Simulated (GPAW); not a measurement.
# An In chain with CO on top of one atom: relaxation, then transmission at several levels, part 2 of 3

How well does an In chain with CO on top of one atom conduct once its atoms have relaxed, and how much do cheaper levels lose?

GPAW 26.7.0; GPAW LCAO, PAW setups; relaxation of the junction within the symmetry of its start, lead ends held (the session's first sound run).

So far, transmission at the Fermi level (one spin): step 3 (GPAW, dzp) 1.70.

### Step 4. Single-zeta polarised basis

Level of this step: GPAW LCAO, PAW setups; Landauer transmission from Green's functions with principal layers (ASE), zero bias (GPAW).

The second zeta is dropped, the polarisation orbitals stay.

run.py reads:

```python
import json
import numpy as np
from ase import Atoms
from ase.transport.calculators import TransportCalculator
from gpaw import GPAW, FermiDirac
from gpaw.lcao.tools import get_lcao_hamiltonian
from scipy.linalg import eigh

# The junction with lead layers at both ends, along the third cell vector
device = Atoms(
    ['In', 'In', 'In', 'In', 'In', 'In', 'In', 'C', 'O', 'In', 'In', 'In', 'In', 'In', 'In'],
    positions=[
        [4.50000, 4.50000, 1.47500],
        [4.50000, 4.50000, 4.42500],
        [4.50000, 4.50000, 7.37500],
        [4.50000, 4.50000, 10.32500],
        [4.50000, 4.50000, 13.27500],
        [5.11608, 4.50000, 16.33104],
        [3.92471, 4.50000, 19.17500],
        [6.33496, 4.50000, 19.17500],
        [7.51822, 4.50000, 19.17500],
        [5.11608, 4.50000, 22.01896],
        [4.50000, 4.50000, 25.07500],
        [4.50000, 4.50000, 28.02500],
        [4.50000, 4.50000, 30.97500],
        [4.50000, 4.50000, 33.92500],
        [4.50000, 4.50000, 36.87500]],
    cell=[[9.0, 0.0, 0.0], [0.0, 9.0, 0.0], [0.0, 0.0, 38.35]],
    pbc=True)

# One principal layer of the lead: the first 3 atoms of the device
lead = Atoms(
    ['In', 'In', 'In'],
    positions=[
        [4.50000, 4.50000, 1.47500],
        [4.50000, 4.50000, 4.42500],
        [4.50000, 4.50000, 7.37500]],
    cell=[[9.0, 0.0, 0.0], [0.0, 9.0, 0.0], [0.0, 0.0, 8.85]],
    pbc=True)

settings = dict(mode='lcao', basis='szp(dzp)', xc='PBE', h=0.18,
                occupations=FermiDirac(0.1), maxiter=250,
                mixer=dict(beta=0.1, nmaxold=8, weight=100.0),
                convergence=dict(density=0.0001))
energies = np.arange(-2, 2 + 1e-9, 0.025)
eta = 0.0001
n1, n2 = 1, 1
# k and -k transmit alike, so half of the mesh across the current serves
mesh = [(i, j) for i in range(n1) for j in range(n2) if (i, j) <= (-i % n1, -j % n2)]
weights = np.array([1 if (i, j) == (-i % n1, -j % n2) else 2 for i, j in mesh]) / (n1 * n2)


def ground_state(atoms, size, txt):
    atoms.calc = GPAW(kpts={'size': size, 'gamma': True}, symmetry={'tolerance': 1e-3}, txt=txt, **settings)
    atoms.get_potential_energy()
    return atoms.calc.get_fermi_level()


def blocks(atoms, fermi, points, nz, cells):
    """H - E_F S and S between cell 0 and the cells above it, at each point across the current."""
    kz = np.arange(nz) / nz
    calc = atoms.calc.fixed_density(kpts=[(*k, z) for k in points for z in kz], symmetry='off', txt=None)
    H, S = get_lcao_hamiltonian(calc)
    H = (H - fermi * S).reshape(len(H), len(points), nz, *S.shape[1:])
    S = S.reshape(H.shape[1:])
    phases = [np.exp(-2j * np.pi * kz * R) / nz for R in cells]
    return [(np.einsum('skzij,z->ksij', H, p), np.einsum('kzij,z->kij', S, p)) for p in phases]


def pair(a, b):
    return np.block([[a, b], [b.T.conj(), a]])


def count_channels(h, s, cells, nk=240):
    """Half the number of times that the lead's bands cross each energy, unfolded to its shortest repeat."""
    b = len(h) // cells
    bands = []
    for k in (np.arange(nk + 1) + 0.5) / nk:
        hk, sk = h[:b, :b].copy(), s[:b, :b].copy()
        for R in range(1, cells):
            phase, block = np.exp(2j * np.pi * k * R), slice(R * b, (R + 1) * b)
            hk += h[:b, block] * phase + (h[:b, block] * phase).T.conj()
            sk += s[:b, block] * phase + (s[:b, block] * phase).T.conj()
        w, u = eigh(sk)
        x = u[:, w > 1e-5] / w[w > 1e-5]**0.5  # drop near-dependent combinations
        bands.append(np.r_[eigh(x.T.conj() @ hk @ x, eigvals_only=True), [1e9] * (w <= 1e-5).sum()])
    below = np.array(bands)[:, :, None] < energies
    return (below[1:] != below[:-1]).sum((0, 1)) / 2


fermi_lead = ground_state(lead, (1, 1, 13), 'lead.txt')
fermi_device = ground_state(device, (1, 1, 2), 'device.txt')
T, channels, eigen, tail, misfit, shifts = [], [], [], 0.0, 0.0, []
for first in range(0, len(mesh), 493):
    points = [(i / n1, j / n2) for i, j in mesh[first:first + 493]]
    (H0k, S0k), (H1k, S1k), (H2k, _) = blocks(lead, fermi_lead, points, 5, range(3))
    [(Hk, Sk)] = blocks(device, fermi_device, points, 2, [0])
    tail = max(tail, abs(H2k).max())
    for H0, S0, H1, S1, H, S in zip(H0k, S0k, H1k, S1k, Hk, Sk):
        n = len(S0)
        # Shift the lead onto the potential of the device's first layer
        shift = ((H[:, 0, 0] - H0[:, 0, 0]) / S0[0, 0]).real.mean()
        shifts.append(shift)
        misfit = max(misfit, abs(H[:, :n, :n] - H0 - shift * S0).max())
        Tk, Ck, Ek = [], [], []
        for s in range(len(H)):
            t = s % len(H0)  # a lead without moments serves both spins
            h1, s1 = pair(H0[t] + shift * S0, H1[t] + shift * S1), pair(S0, S1)
            leads = dict(h1=h1, s1=s1, energies=energies, eta=eta, eta1=eta, eta2=eta)
            calc = TransportCalculator(h=H[s], s=S, eigenchannels=3, **leads)
            Tk.append(calc.get_transmission())
            Ek.append(np.sort(calc.eigenchannels_ne, axis=0)[::-1])
            Ck.append(count_channels(h1, s1, 6))
        T.append(Tk)
        channels.append(Ck)
        eigen.append(Ek)
T, channels = np.array(T), np.array(channels)
mean, open_channels = np.einsum('kse,k->se', T, weights), np.einsum('kse,k->se', channels, weights)

print(f'basis functions: device {len(S)}, principal layer {n}')
print(f'Fermi level: lead {fermi_lead:.4f} eV, device {fermi_device:.4f} eV; lead shifted by {np.mean(shifts):.4f} eV')
print(f'largest coupling past the next layer {tail:.2e} eV, largest misfit of the first layer {misfit:.3f} eV')
print('  E-E_F (eV)   ' + 'T (one spin)  channels')
for e, t, c in zip(energies, mean.T, open_channels.T):
    print(f'{e:10.3f}  ', *[f'{x:11.4e}' for x in t], *[f'{x:9.4f}' for x in c])

kT = 8.617333e-5 * 300
fine = np.linspace(energies[0], energies[-1], 4001)
both = np.exp(np.interp(fine, energies, np.log(np.maximum(mean.sum(0) * 2 / len(mean), 1e-30))))
fermi = lambda mu: 1 / (1 + np.exp(np.clip((fine - mu) / kT, -200, 200)))
slope = fermi(0) * (1 - fermi(0)) / kT
G = np.trapezoid(both * slope, fine) / 2
seebeck = -np.trapezoid(both * slope * fine, fine) / (2 * G * 300) * 1e6
print(f'conductance at 300 K: {G:.5g} G0 a cell; thermopower {seebeck:.4g} uV/K')
bias = [0.1, 0.2, 0.5, 1.0, 1.5, 2.0]
current = [38.74 * np.trapezoid(both * (fermi(V / 2) - fermi(-V / 2)), fine) for V in bias]
for V, I in zip(bias, current):
    print(f'current from the zero-bias T(E) at {V} V: {I:.5g} uA')
zero = abs(energies).argmin()
json.dump(dict(energies=energies.tolist(), T=mean.tolist(), channels=open_channels.tolist(), G=G, seebeck=seebeck,
               bias=bias, current=current, tail=tail, misfit=misfit, shift=np.mean(shifts), n_device=len(S), n_lead=n,
               fermi=[fermi_lead, fermi_device], energy=device.get_potential_energy(),
               moments=device.get_magnetic_moments().tolist(), mesh=mesh, weights=weights.tolist(),
               T_k=T[:, :, zero].tolist(), eigen=np.array(eigen[0]).tolist()), open('result.json', 'w'))
```

Run with:

```bash
> OMP_NUM_THREADS=1 OPENBLAS_NUM_THREADS=1 python run.py
```

The program printed:

```text
basis functions: device 200, principal layer 42
Fermi level: lead -2.3504 eV, device -2.2912 eV; lead shifted by 0.0029 eV
largest coupling past the next layer 1.86e-06 eV, largest misfit of the first layer 0.032 eV
  E-E_F (eV)   T (one spin)  channels
    -2.000    4.0027e-09    0.0000
    -1.975    2.3706e-09    0.0000
    -1.950    1.5614e-09    0.0000
    -1.925    1.1115e-09    0.0000
    -1.900    8.4091e-10    0.0000
    -1.875    6.6862e-10    0.0000
    -1.850    5.5454e-10    0.0000
    -1.825    4.7718e-10    0.0000
    -1.800    4.2435e-10    0.0000
    -1.775    3.8888e-10    0.0000
    -1.750    3.6646e-10    0.0000
    -1.725    3.5456e-10    0.0000
    -1.700    3.5183e-10    0.0000
    -1.675    3.5784e-10    0.0000
    -1.650    3.7292e-10    0.0000
    -1.625    3.9822e-10    0.0000
[...]
1.825    2.4790e+00    3.0000
     1.850    2.4275e+00    3.0000
     1.875    2.3711e+00    3.0000
     1.900    2.3099e+00    3.0000
     1.925    2.2443e+00    3.0000
     1.950    2.1751e+00    3.0000
     1.975    2.1034e+00    3.0000
     2.000    2.0306e+00    3.0000
conductance at 300 K: 1.6613 G0 a cell; thermopower -4.376 uV/K
current from the zero-bias T(E) at 0.1 V: 12.826 uA
current from the zero-bias T(E) at 0.2 V: 25.345 uA
current from the zero-bias T(E) at 0.5 V: 58.527 uA
current from the zero-bias T(E) at 1.0 V: 113.25 uA
current from the zero-bias T(E) at 1.5 V: 175.33 uA
current from the zero-bias T(E) at 2.0 V: 243.35 uA
```

Elapsed: 69 s, on 1 thread of Arm Neoverse V2, shared host; peak memory 1.8 GiB.

This step gave:

- conductance: 1.661 G₀
- largest coupling past the next principal layer: 1.86e-6 eV
- largest misfit of the first principal layer: 0.03190 eV
- shift that aligns the lead: 0.002942 eV
- basis functions of the junction: 200
- basis functions of a principal layer: 42
- transmission at the Fermi level (one spin): 1.676

One spin. The transmission, zone mean by energy, zero at the Fermi level:

```
energy (eV)  transmission, zone mean
     -2.000                   4.0e-9
     -1.800                  4.2e-10
     -1.600                  4.4e-10
     -1.400                   2.7e-9
     -1.200                    0.665
     -1.000                    0.854
     -0.800                    0.893
     -0.600                    0.937
     -0.400                    0.982
     -0.200                    0.954
      0.000                     1.68
      0.200                     1.71
      0.400                     1.85
      0.600                     2.23
      0.800                     2.57
      1.000                     2.73
      1.200                     2.80
      1.350                     2.82
      1.400                     2.82
      1.600                     2.75
      1.800                     2.53
      2.000                     2.03
```

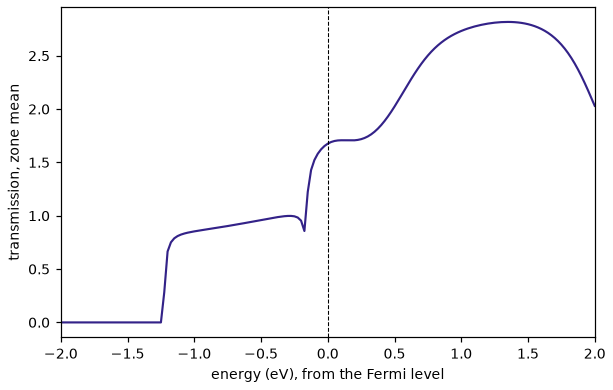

Transmission, zone mean, plotted against energy.

Crossings of the lead's bands, unfolded to its shortest repeat. Table of open channels, zone mean by energy, zero at the Fermi level:

```
energy (eV)  open channels, zone mean
     -1.400                         0
     -1.200                         1
     -1.000                         1
     -0.800                         1
     -0.600                         1
     -0.400                         1
     -0.200                         1
      0.000                         3
      0.200                         3
      0.400                         3
      0.600                         3
      0.800                         3
      1.000                         3
      1.200                         3
      1.400                         3
      1.600                         3
      1.800                         3
      2.000                         3
```

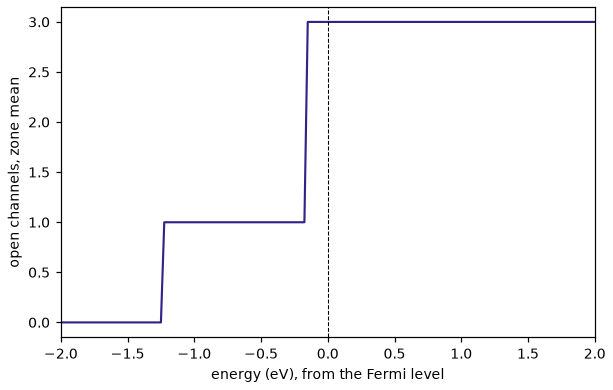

Open channels, zone mean against energy.

Not self-consistent under bias; the bias window is split evenly. The current through one cell, from the zero-bias transmission by bias:

```
bias (V)  current through one cell, from the zero-bias transmission (μA)
   0.100                                                            12.8
   0.200                                                            25.3
   0.500                                                            58.5
   1.000                                                             113
   1.500                                                             175
   2.000                                                             243
```

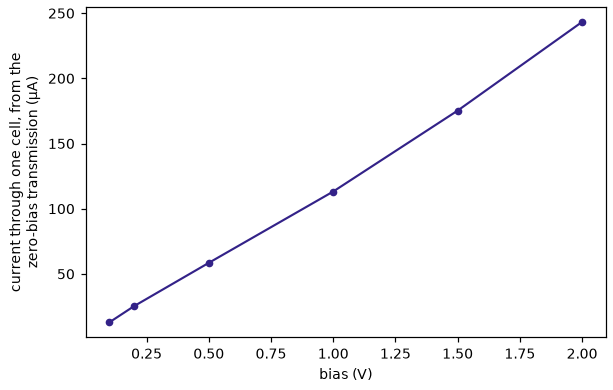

Current through one cell, from the zero-bias transmission, plotted against bias.

The transmission of the three most open eigenchannels by energy, zero at the Fermi level:

```
energy (eV)  channel 1  channel 2  channel 3
    -1.2500     5.8e-7          0          0
    -1.0000      0.854          0          0
    -0.7500      0.904          0          0
    -0.5000      0.960          0          0
    -0.2500      0.995    2.3e-11          0
     0.0000      0.890      0.712     0.0746
     0.2500      0.924      0.590      0.205
     0.5000      0.906      0.584      0.534
     0.7500      0.901      0.894      0.707
     1.0000      0.998      0.907      0.828
     1.2500      0.989      0.933      0.889
     1.5000      0.997      0.923      0.876
     1.7500      0.986      0.889      0.730
     2.0000      0.915      0.844      0.272
```

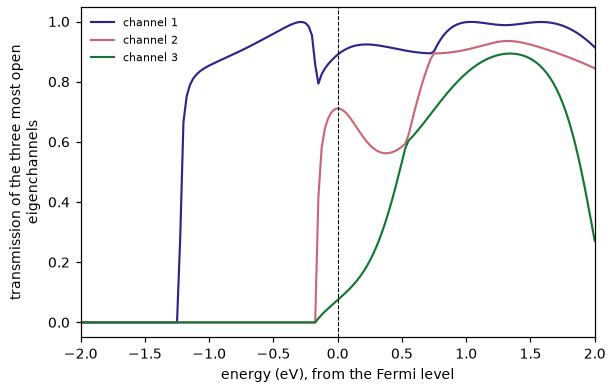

Transmission of the three most open eigenchannels against energy.

The conductance, 1.66 G₀, lies 1.4 % below that of the dzp run.

### Step 5. Minimal basis

The minimal basis is the cheapest rung: no second zeta and no polarisation.

run.py: that of step 4 with these lines changed.

```diff
@@ -40,3 +40,3 @@
 
-settings = dict(mode='lcao', basis='szp(dzp)', xc='PBE', h=0.18,
+settings = dict(mode='lcao', basis='sz(dzp)', xc='PBE', h=0.18,
                 occupations=FermiDirac(0.1), maxiter=250,
```

The program printed:

```text
basis functions: device 125, principal layer 27
Fermi level: lead -2.2680 eV, device -2.2235 eV; lead shifted by -0.0055 eV
largest coupling past the next layer 1.93e-06 eV, largest misfit of the first layer 0.022 eV
  E-E_F (eV)   T (one spin)  channels
    -2.000    3.5571e-01    1.0000
    -1.975    3.2203e-01    1.0000
    -1.950    2.8259e-01    1.0000
[...]
1.975    1.7460e+00    3.0000
     2.000    1.7338e+00    3.0000
conductance at 300 K: 1.7133 G0 a cell; thermopower -3.208 uV/K
current from the zero-bias T(E) at 0.1 V: 13.232 uA
current from the zero-bias T(E) at 0.2 V: 26.199 uA
current from the zero-bias T(E) at 0.5 V: 61.073 uA
current from the zero-bias T(E) at 1.0 V: 117.62 uA
current from the zero-bias T(E) at 1.5 V: 181.24 uA
current from the zero-bias T(E) at 2.0 V: 248.49 uA
```

Elapsed: 48 s, on 1 thread; peak memory 1.7 GiB.

This step gave:

| Item | Value |
| --- | --- |
| conductance | 1.713 G₀ |
| largest coupling past the next principal layer | 1.93e-6 eV |
| largest misfit of the first principal layer | 0.02151 eV |
| shift that aligns the lead | -0.005472 eV |
| basis functions of the junction | 125 |
| basis functions of a principal layer | 27 |
| transmission at the Fermi level (one spin) | 1.728 |

One spin. Table of transmission, zone mean by energy, zero at the Fermi level:

```
energy (eV)  transmission, zone mean
    -2.0000                    0.356
    -1.7500                   7.8e-9
    -1.5000                   2.8e-9
    -1.2500                   1.4e-5
    -1.0000                    0.840
    -0.7500                    0.882
    -0.5000                    0.942
    -0.2500                    0.998
     0.0000                     1.73
     0.2500                     1.78
     0.5000                     2.16
     0.7500                     2.55
     1.0000                     2.66
     1.1750                     2.67
     1.2500                     2.66
     1.5000                     2.58
     1.7500                     2.19
     2.0000                     1.73
```

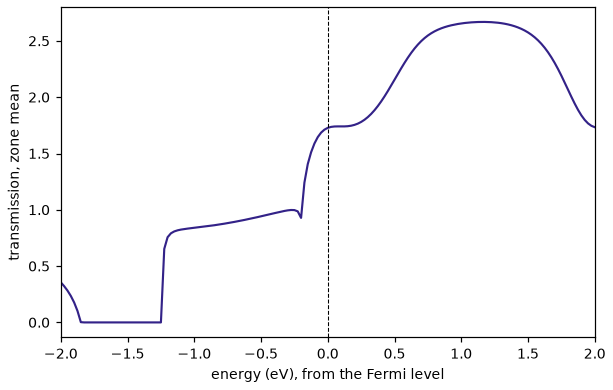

Transmission, zone mean against energy.

The conductance, 1.71 G₀, lies 1.7 % above that of the dzp run.

### Step 6. RPBE in the dzp basis: xc = "RPBE"

Back in the dzp basis, the functional changes from PBE to RPBE, to set the spread between functionals beside that between bases.

run.py: that of step 5 with these lines changed.

```diff
@@ -40,3 +40,3 @@
 
-settings = dict(mode='lcao', basis='sz(dzp)', xc='PBE', h=0.18,
+settings = dict(mode='lcao', basis='dzp', xc='RPBE', h=0.18,
                 occupations=FermiDirac(0.1), maxiter=250,
```

The program printed:

```text
basis functions: device 325, principal layer 69
Fermi level: lead -2.0811 eV, device -2.0204 eV; lead shifted by -0.0017 eV
largest coupling past the next layer 1.88e-06 eV, largest misfit of the first layer 0.037 eV
  E-E_F (eV)   T (one spin)  [channel counts left out]
    -2.000    1.7107e-01
    -1.975    1.1649e-01
    -1.950    4.7768e-02
[...]
1.975    2.4404e+00
     2.000    2.3793e+00
conductance at 300 K: 1.6745 G0 a cell; thermopower -4.381 uV/K
current from the zero-bias T(E) at 0.1 V: 12.921 uA
current from the zero-bias T(E) at 0.2 V: 25.508 uA
current from the zero-bias T(E) at 0.5 V: 58.764 uA
current from the zero-bias T(E) at 1.0 V: 112.53 uA
current from the zero-bias T(E) at 1.5 V: 172.23 uA
current from the zero-bias T(E) at 2.0 V: 238.64 uA
```

Run time: 91 s. Hardware: 1 thread; peak memory 1.9 GiB.

Numbers from this step:

- conductance: 1.674 G₀
- largest coupling past the next principal layer: 1.88e-6 eV
- largest misfit of the first principal layer: 0.03653 eV
- shift that aligns the lead: -0.001675 eV
- basis functions of the junction: 325
- basis functions of a principal layer: 69
- transmission at the Fermi level (one spin): 1.693

The conductance, 1.67 G₀, lies 0.6 % below that of the dzp run.

### Step 7. The structure as built: geometry = "as built"

The dzp basis with PBE on the structure as first built shows what the relaxation was worth.

run.py: that of step 6 with these lines changed.

```diff
@@ -17,7 +17,7 @@
         [4.50000, 4.50000, 13.27500],
-        [5.11608, 4.50000, 16.33104],
-        [3.92471, 4.50000, 19.17500],
-        [6.33496, 4.50000, 19.17500],
-        [7.51822, 4.50000, 19.17500],
-        [5.11608, 4.50000, 22.01896],
+        [4.50000, 4.50000, 16.22500],
+        [4.50000, 4.50000, 19.17500],
+        [6.44570, 4.50000, 19.17500],
+        [7.60570, 4.50000, 19.17500],
+        [4.50000, 4.50000, 22.12500],
         [4.50000, 4.50000, 25.07500],
@@ -40,3 +40,3 @@
 
-settings = dict(mode='lcao', basis='dzp', xc='RPBE', h=0.18,
+settings = dict(mode='lcao', basis='dzp', xc='PBE', h=0.18,
                 occupations=FermiDirac(0.1), maxiter=250,
```

The program printed:

```text
basis functions: device 325, principal layer 69
Fermi level: lead -2.2014 eV, device -2.1904 eV; lead shifted by 0.0012 eV
largest coupling past the next layer 1.88e-06 eV, largest misfit of the first layer 0.019 eV
  E-E_F (eV)   T (one spin)  channels
    -2.000    3.7163e-02    1.0000
    -1.975    1.0147e-02    1.0000
    -1.950    1.2308e-07    0.0000
[...]
1.975    1.6379e+00    3.0000
     2.000    1.6238e+00    3.0000
conductance at 300 K: 1.7743 G0 a cell; thermopower -6.534 uV/K
current from the zero-bias T(E) at 0.1 V: 13.696 uA
current from the zero-bias T(E) at 0.2 V: 27.053 uA
current from the zero-bias T(E) at 0.5 V: 61.856 uA
current from the zero-bias T(E) at 1.0 V: 114.19 uA
current from the zero-bias T(E) at 1.5 V: 165.81 uA
current from the zero-bias T(E) at 2.0 V: 217.69 uA
```

The job ended after 97 s (1 thread; peak memory 1.9 GiB).

This step gave:

* conductance: 1.774 G₀
* largest misfit of the first principal layer: 0.01916 eV
* shift that aligns the lead: 0.001183 eV
* transmission at the Fermi level (one spin): 1.791

The conductance, 1.77 G₀, lies 5.3 % above that of the dzp run.

### Step 8. Cost and result by level

Times are for 1 thread of Arm Neoverse V2, shared host. The series side by side:

```
no.       run  conductance (G₀)  time  memory (GiB)
  1       dzp             1.685  92 s           1.9
  2       szp             1.661  69 s           1.8
  3        sz             1.713  48 s           1.7
  4  dzp RPBE             1.674  91 s           1.9
  5   asbuilt             1.774  97 s           1.9
```

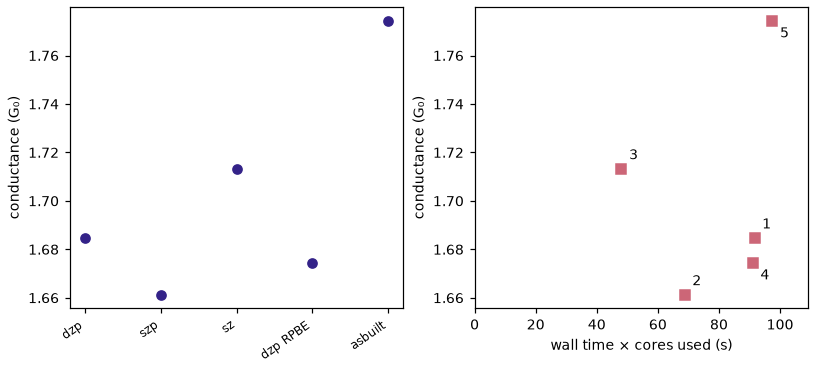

The series as plots; the last panel sets the first result against cost, with the runs numbered as in the table.

[end of part 2 of 3]

[Logs are printed without paths, hosts, clocks, repeated set-up lines and the standing remarks that a program may print on its own settings, such as how far it seeks lower states.]

[Hosts, paths, dates, database ids (printed as entryN), source tags and the programs' standing remarks are cut or masked in the printed files.]
